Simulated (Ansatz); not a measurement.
# SnNH4F (SMILES [NH2][SnH2][F]) at BHLYP/def2-SVP (core potential)

What is the electronic atomisation energy of SnNH4F at BHLYP/def2-SVP (core potential)? 

The results are computed with Ansatz 0.2.0.

59 further runs of the same task are left out: 1 that didn't finish, 58 set aside as unsound or not needed.

### 1 Starting point

The species is SnNH4F (7 atoms), meant as a singlet with charge 0. SMILES: `[NH2][SnH2][F]`. Geometry: relaxed at PBE0-D4/def2-TZVP. This is one conformer, not always the lowest.

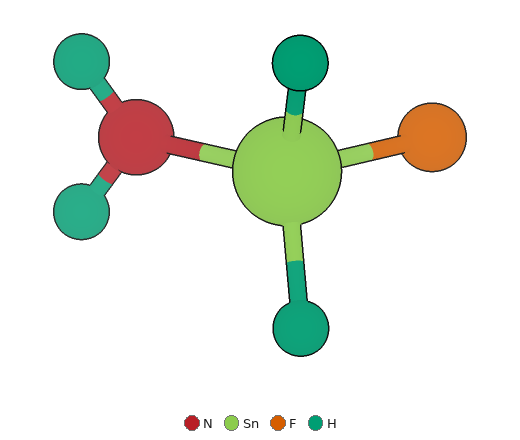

The structure, seen from a chosen angle (nitrogen red, tin green, fluorine orange, hydrogen teal).

### 2 The energy at BHLYP/def2-SVP (core potential)

Input file molecule.yaml:

```yaml
crystal:
  periodic: [false, false, false]
  atoms:
    - symbol: "N"
      position_ang: [-0.824600, 0.088300, -0.943000]
    - symbol: Sn
      position_ang: [0.497700, -0.065100, 0.542900]
    - symbol: F
      position_ang: [0.233900, -1.827500, 1.272400]
    - symbol: H
      position_ang: [-1.584200, 0.741400, -0.829600]
    - symbol: H
      position_ang: [-0.469500, 0.125500, -1.885700]
    - symbol: H
      position_ang: [0.113100, 0.971100, 1.833800]
    - symbol: H
      position_ang: [2.094900, -0.101800, -0.036600]
basis:
  gaussian:
    orbitals: def2-SVP
hamiltonian:
  xc: {name: BHLYP}
accuracy: high
output:
  orbitals: {seedname: orbitals}
```

Command:

```
$ ansatz run molecule.yaml --threads 1 --pin off --max-ram 3480MiB --events-out events.jsonl --progress --plain --runs-dir runs
```

What it wrote:

```text
Warning: RAYON_NUM_THREADS=1 ignored (pool sized by the plan → 1); use --threads N
Functional definition: BHLYP
  name "BHLYP"
  parameter a = 0.5
  exchange = (1 - a)*b88_x + a*exact_x
  correlation = lyp_c
1764 factors; integrals over basis functions are off by at most 2.9e-9 eV
mean field evaluation 1: about -10090.4332 eV, gradient 5.5e1 eV
mean field evaluation 2: about -10086.7986 eV, gradient 6.9e1 eV
mean field evaluation 4: about -10096.1097 eV, gradient 2.2e0 eV
mean field evaluation 8: about -10096.3510 eV, gradient 5.1e-2 eV
mean field evaluation 16: about -10096.3511 eV, gradient 1.8e-5 eV
mean field -10096.35105805 eV, -371.0340578309 hartree, gradient 5.5e-8 eV, S^2 0.000000; 0 other end points of the search recorded, 0 dependent functions left out
reference -10096.35108505 eV, -371.0340588230 hartree; 21, 21 occupied and 53, 53 virtual orbitals, 1764 factors
Total energy: -10096.35108505 eV, -371.0340588230 hartree
```

It took 6.3 s on 1 thread of Intel Xeon Platinum 8488C (Sapphire Rapids), shared host; peak memory 0.25 GiB.

### 3 The F atom at the same level

Input file input.yaml:

```yaml
crystal:
  periodic: [false, false, false]
  atoms:
    - {symbol: F, position_ang: [0.000000, 0.000000, 0.000000]}
basis:
  gaussian:
    orbitals: def2-SVP
hamiltonian:
  xc: {name: BHLYP}
magnetization:
  spin_polarized: true
  initial_magnetization: 1
accuracy: high
```

Run the same way, it converges to -99.61660 Eh (log not shown).

### 4 The H atom at the same level

Input file job.yaml:

```yaml
crystal:
  periodic: [false, false, false]
  atoms:
    - {symbol: H, position_ang: [0.000000, 0.000000, 0.000000]}
basis:
  gaussian:
    orbitals: def2-SVP
total_charge: 0
magnetization:
  spin_polarized: true
  initial_magnetization: 1
accuracy: high
hamiltonian:
  xc: {name: BHLYP}
```

Run the same way, it converges to -0.49784 Eh (log not shown).

### 5 The N atom at the same level

Input file run.yaml:

```yaml
crystal:
  periodic: [false, false, false]
  atoms:
    - {symbol: N, position_ang: [0.000000, 0.000000, 0.000000]}
basis:
  gaussian:
    orbitals: def2-SVP
magnetization:
  spin_polarized: true
  initial_magnetization: 3
hamiltonian:
  xc: {name: BHLYP}
accuracy: high
```

Run the same way, it converges to -54.52497 Eh (log not shown).

### 6 The Sn atom

Input file molecule.yaml:

```yaml
crystal:
  periodic: [false, false, false]
  atoms:
    - {symbol: Sn, position_ang: [0.000000, 0.000000, 0.000000]}
basis:
  gaussian: {orbitals: def2-SVP}
magnetization: {spin_polarized: true, initial_magnetization: 2}
hamiltonian: {xc: {name: BHLYP}}
accuracy: high
```

Run the same way, it converges to -214.18391 Eh (log not shown).

### 7 Summary of results

Level: BHLYP/def2-SVP (core potential).

| quantity | value |
| --- | --- |
| molecule: total energy | -371.03406 Eh |
| molecule: HOMO energy | -8.81 eV |
| molecule: LUMO energy | 0.98 eV |
| molecule: HOMO–LUMO gap | 9.80 eV |
| F atom: total energy | -99.61660 Eh |
| F atom: ⟨S²⟩ | 0.751 |
| H atom: total energy | -0.49784 Eh |
| H atom: ⟨S²⟩ | 0.750 |
| N atom: total energy | -54.52497 Eh |
| N atom: ⟨S²⟩ | 3.754 |
| Sn atom: total energy | -214.18391 Eh |
| Sn atom: ⟨S²⟩ | 2.003 |
| electronic atomisation energy | 19.516 eV |

Taking the molecule apart into free atoms costs 19.52 eV (450 kcal/mol), before zero-point energy and without spin-orbit coupling.
